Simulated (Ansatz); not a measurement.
Structure (in its standard cell), coordinates from a relaxation at fixed volume with DFT PBE, spin-orbit coupling, plane waves, PAW in Ansatz 0.2.0:

```cif
data_structure
_symmetry_space_group_name_H-M 'P6_3/mmc'
_symmetry_Int_Tables_number 194
_cell_length_a 2.4662
_cell_length_b 2.4662
_cell_length_c 8.9459
_cell_angle_alpha 90.000
_cell_angle_beta 90.000
_cell_angle_gamma 120.000
_cell_volume 47.12
loop_
_atom_site_label
_atom_site_type_symbol
_atom_site_symmetry_multiplicity
_atom_site_Wyckoff_symbol
_atom_site_fract_x
_atom_site_fract_y
_atom_site_fract_z
_atom_site_occupancy
C1 C 2 b 0.00000 0.00000 0.25000 1
C2 C 2 c 0.33333 0.66667 0.25000 1
```

**Predict the [001] zone-axis pattern (200 kV, kinematic, B = 0.5 Å²).**

The spots form a hexagonal net with both shortest vectors at d = 2.14 Å, 60.0° apart. They are 1 -1 0 and 1 0 0. The pattern has symmetry 6mm. No reflection of this zone is absent.

Strongest reflections with d > 0.80 Å, one of each family (|F|² from tabulated Gaussian fits of the electron scattering factors, times a small damping for the curvature of the Ewald sphere):

```csv
hkl,d (Å),I (strongest = 100)
2 -1 0,1.233,100
1 0 0,2.136,31
2 0 0,1.068,4
3 -1 0,0.807,1
```

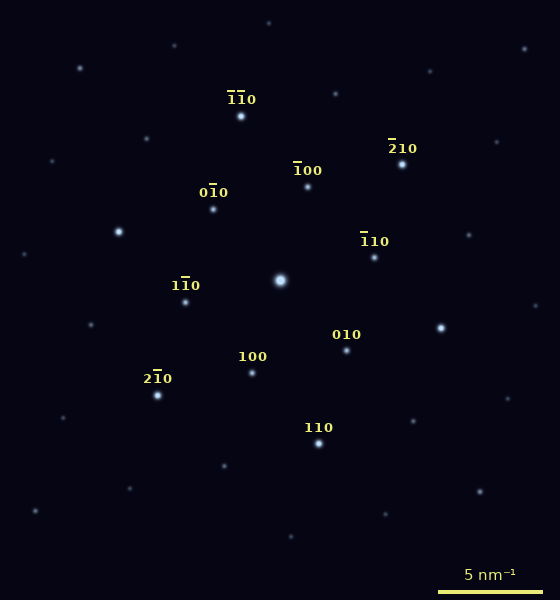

Calculated pattern, seen from the source side with [001] pointing towards the source.
